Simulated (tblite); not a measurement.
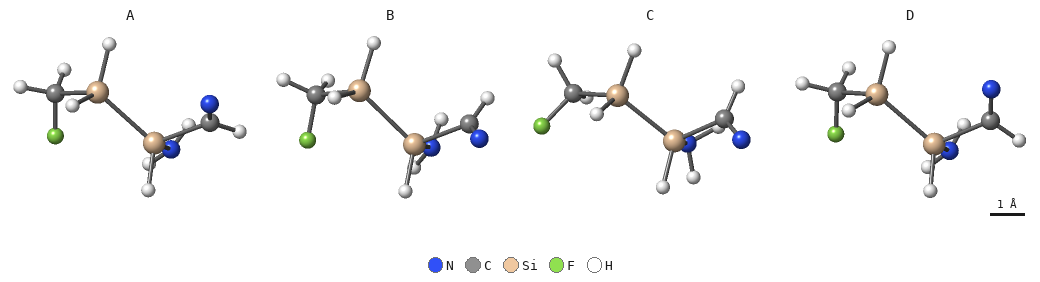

4 geometries from one relaxation of C2H8FN2Si2 (multiplicity 2), in shuffled order. Style: ball-and-stick. Shown from a free direction.

Method: GFN2-xTB geometry optimisation, gas phase (tblite). 

Put them in the order of the run, from the start to the converged end.

C, B, A, D. They are steps 0, 82, 129, 216, at +19.1 kcal/mol, +1.66 kcal/mol, +0.87 kcal/mol relative to the last. The largest move after the best rigid fit is that of an H atom, 1.72 Å. By element the largest moves are H 1.72 Å, N 1.54 Å, F 1.40 Å, Si 0.21 Å, C 0.19 Å. Near-neighbour distances that change, for instance: C–Si 1.845 → 1.970 Å, Si–Si 2.212 → 2.324 Å, C–N 1.279 → 1.205 Å, C–Si 1.865 → 1.934 Å. Bond angles that change, for instance: Si–N–H 108.3° → 117.9°, Si–N–H 111.7° → 119.9°, Si–Si–H 109.0° → 117.0°. Groups turn about C–Si by about 105°, C–Si by about 55°. Over 216 geometry steps the energy falls by 19.1 kcal/mol.
